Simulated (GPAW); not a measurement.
The Li K edge of atom 2 in LiPb (Pm-3m), with 8 Pb at 3.05 Å and 6 Li at 3.52 Å (cube and octahedron, as in bcc, site symmetry m-3m), was computed in 2 ways: excited-electron core hole (neutral cell) and no core hole. Program and functional: GPAW, LDA, without spin-orbit coupling, Gaussian full width 0.9 eV up to 4 eV, rising linearly to 3.5 eV at 25 eV; cells of 2 and 8 atoms (the run without a hole in the smaller).

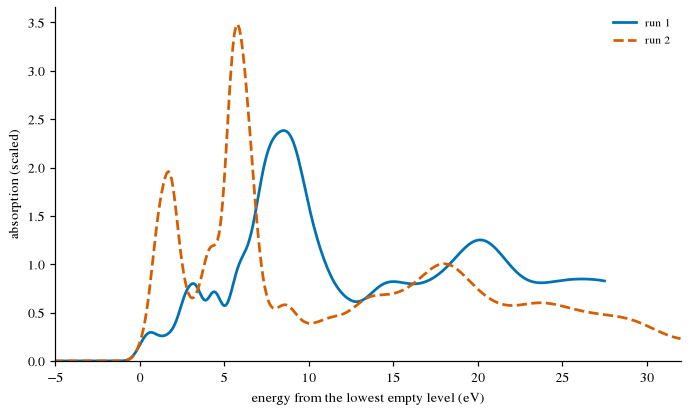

Each run is counted from its own lowest empty level or Fermi level and scaled to a mean of 1 over its first 20 eV.

The database entry behind the starting cell is an old determination (1941), so it need not match the best structure at ambient conditions.

**Question.** Which run is which?

Run 1: no core hole (area from −2 to 6 eV 3.4, main maxima 3.2 eV (0.80), 4.4 eV (0.72), 8.5 eV (2.38) and 20.1 eV (1.25)). Run 2: excited-electron core hole (neutral cell) (area from −2 to 6 eV 8.8, main maxima 1.7 eV (1.96), 5.8 eV (3.48) and 18.0 eV (1.01)). With each curve scaled to its own mean, the area from −2 to 6 eV with the hole is 8.8 against 3.4, and the centre of weight from −1 to 20 eV moves by -1.9 eV: the hole pulls the absorber's empty states down.

[Hosts, paths, dates, database ids (printed as entryN), source tags and the programs' standing remarks are cut or masked in the printed files.]

[Lists of maxima count a maximum above −3 eV only where it reaches 4 % of the highest in the window and stands out from its surroundings by 2 % of it (1.5 % where it reaches 55 %); shoulders and weaker maxima are passed over, and of the rest the first, up to two pre-edge ones and the few strongest are named.]
